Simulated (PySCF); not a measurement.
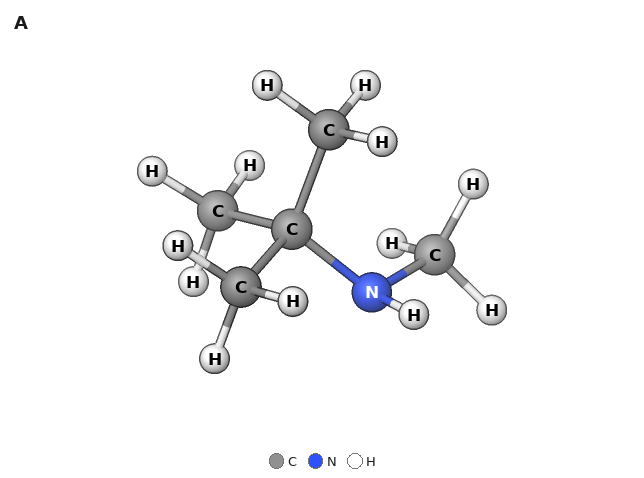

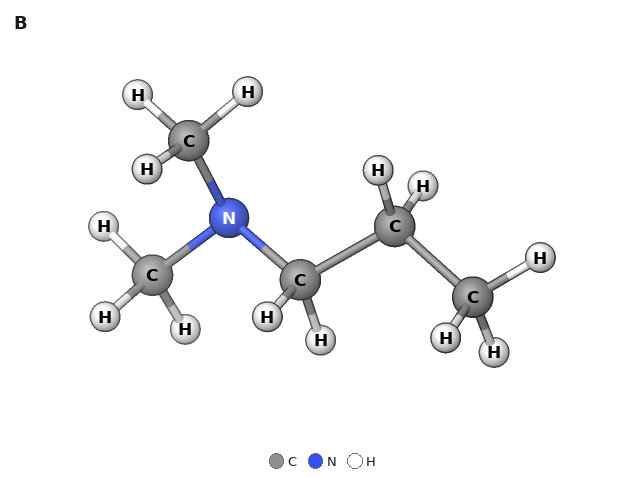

2 stationary structures of one formula. Geometries: PBE0-D3(BJ)/def2-SVP. Electronic energies: PBE0-D3(BJ)/def2-SVP (PySCF 2.14.0), without zero-point energy. No frequency run is at hand to confirm each as a minimum. Each is one conformer, not always the lowest.

**Rank them by energy, lowest first.**

A is lowest; B lies 0.292 eV above it. A is `CNC(C)(C)C`, B is `CCCN(C)C`.
